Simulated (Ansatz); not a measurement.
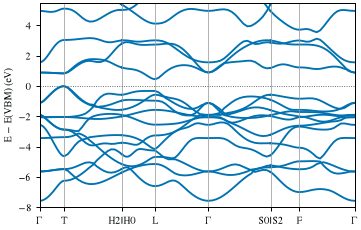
Fig. 1. Band structure from r²SCAN in the plane-wave PAW code Ansatz

Question: Read off the gap and where the band edges lie.

Answer: About 0.5 eV (0.46 eV by a search for the band edges); maximum at T, minimum at L.

Question: Which of these materials gives this?
A) CaZrN2, R-3m (Ca on 3a, Zr on 3b, N on 6c)
B) Si, R-3m (Pearson symbol hR14)
C) NbCuN2, R-3m (Nb on 3b, Cu on 3a, N on 6c)
D) KYTe2, R-3m (K on 3b, Y on 3a, Te on 6c)

Answer: C, NbCuN2, R-3m (Nb on 3b, Cu on 3a, N on 6c)

The start of the workflow was typed in or built on a structure type; neither database checked (COD, Materials Project) lists it. Whether it is the stable phase at ambient conditions was not checked. The cell was relaxed with r²SCAN under the symmetry of its start; whether a distortion lowers the energy is not shown. The workflow began spin-polarised and lost its moments. Scalar-relativistic: spin–orbit coupling is off unless named, which matters more the heavier the elements.

Potentials: the later of the program's two PAW sets.
